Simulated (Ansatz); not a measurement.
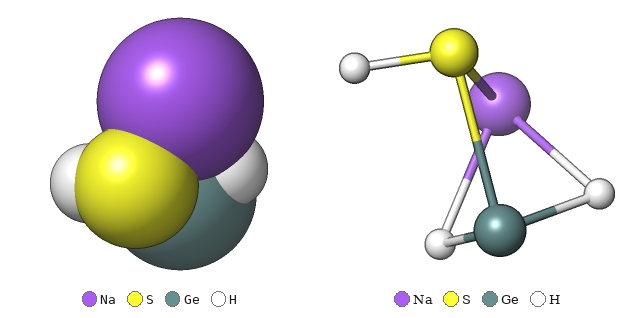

Two views of one molecule.

Description:

The molecule is GeH₃NaS. The point group is C1. Coordination: 1 Na trigonal pyramidal; 1 S trigonal pyramidal; 1 Ge trigonal pyramidal.

More results for the same structure follow; atom numbers are the same in all pictures, views and colours differ. The computed structure is the end point of a PBE0-D4/def2-TZVP optimisation. No frequency run is at hand to confirm it as a minimum.

## Electronic properties

No frequency run is at hand to confirm it as a minimum. Level of theory: RKS PBE0-D4/def2-TZVPP (Ansatz 0.2.0).

> What is the HOMO–LUMO gap?

4.04 eV.

> What is the HOMO energy (Kohn–Sham orbital)?

−5.47 eV.

## Dipole moment

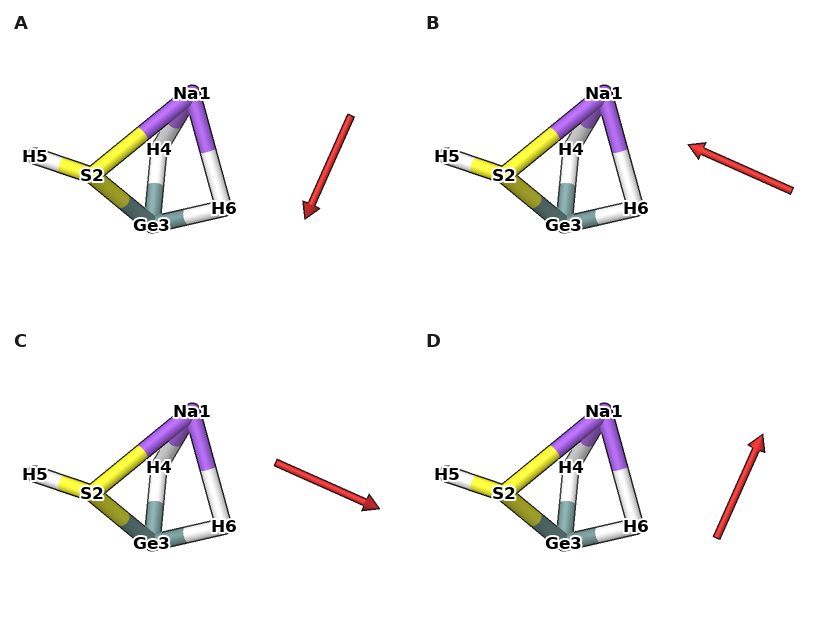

The same molecule four times, each with an arrow. No frequency run is at hand to confirm it as a minimum. Properties computed with RKS PBE0-D4/def2-TZVP (Ansatz 0.2.0).

> Which arrow points along the dipole moment, from the negative to the positive end?

D. The dipole moment is 6.70 D; it points from the side of Ge3 to the side of Na1 (the outermost atoms at the two ends).

## Charges

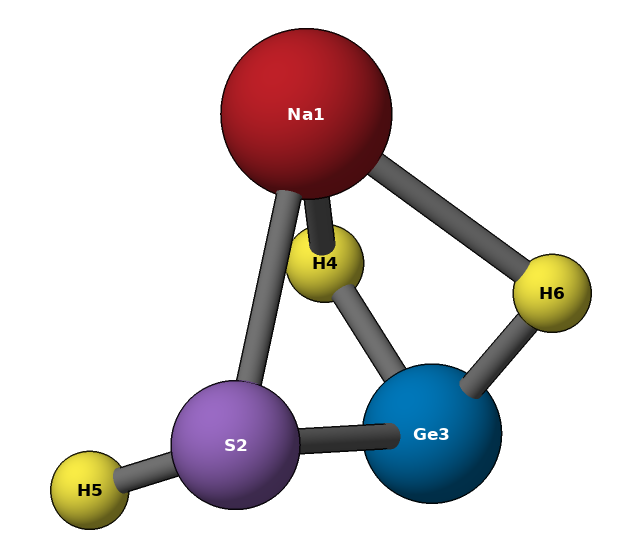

The questions are on Mulliken charges. No frequency run is at hand to confirm it as a minimum. Method: RKS PBE0-D4/def2-TZVP (Ansatz 0.2.0).

> Which atom carries the highest charge (most positive or least negative)?

Na1 (0.53 e).

> And the lowest?

S2 (−0.48 e).

List the Mulliken charges.

| atom | value (e) |
| --- | --- |
| Na1 | 0.53 |
| S2 | −0.48 |
| Ge3 | −0.09 |
| H4 | −0.07 |
| H5 | 0.16 |
| H6 | −0.05 |

Mulliken values depend strongly on the basis set and can even reverse the polarity of a bond.
